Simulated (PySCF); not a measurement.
## Electronic structure of C3H4FN3Si (SMILES N#C[Si](N)(C#N)CF) in real space

```tsv
atom	x (Å)	y (Å)	z (Å)
N	2.2607	-0.2197	2.2413
C	1.4949	-0.0730	1.4043
Si	0.2553	0.1918	0.0303
N	0.9216	-0.3551	-1.4424
C	-0.1654	2.0173	0.1508
N	-0.4137	3.1338	0.1996
C	-1.3247	-0.8348	0.3691
F	-2.0701	-0.9293	-0.7887
H	1.7937	-0.0071	-1.8051
H	0.3173	-0.6792	-2.1812
H	-1.0938	-1.8589	0.6718
H	-1.9745	-0.3865	1.1242
```

Geometry: GFN2-xTB.

Method: PBE0/def2-SVPD, SCF density, gas phase (PySCF).

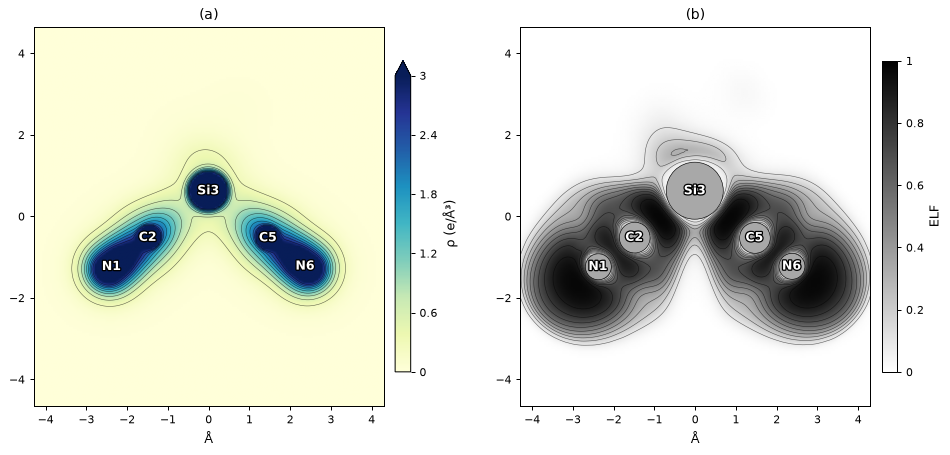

Figure 1. (a) total electron density; (b) electron localisation function on the plane of atoms C2, Si3 and C5. Grey discs cover the atomic cores in the ELF map.

What do the fields say about this system?

- The plane passes through N, C and Si nuclei.
- C–N (1.14 Å): the density is about 3.6 e/Å³ at the midpoint; the ELF peaks at about 0.85 between the atoms (a multiple bond).
- C–Si (1.87 Å): ρ is about 0.91 e/Å³ halfway; the ELF peaks at about 1 between the atoms: localised, covalent bonding.
- The ELF also peaks beside N1 and N6, away from the bonds: lone-pair regions.

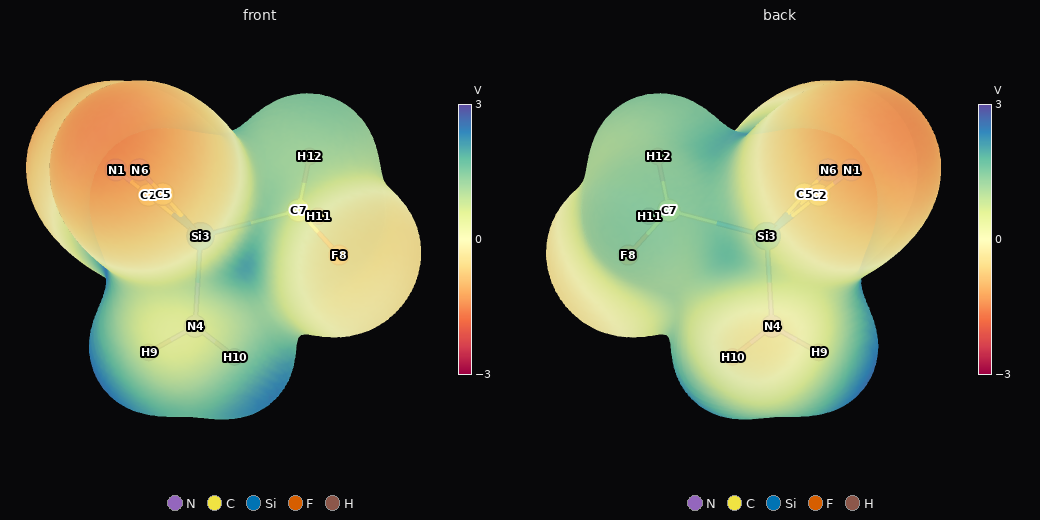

Figure 2. The electrostatic potential painted on the density surface at 0.002 e/bohr³, seen from the front and from behind; the colour scale runs from red (negative) to blue (positive).

Where is the surface potential most negative and most positive?

The most negative region (about −1.5 V) lies over N1 and N6, the most positive (about +2.5 V) over Si3, H9 and H10.

How polar is the molecule by this calculation?

Its dipole moment is 3.78 D.
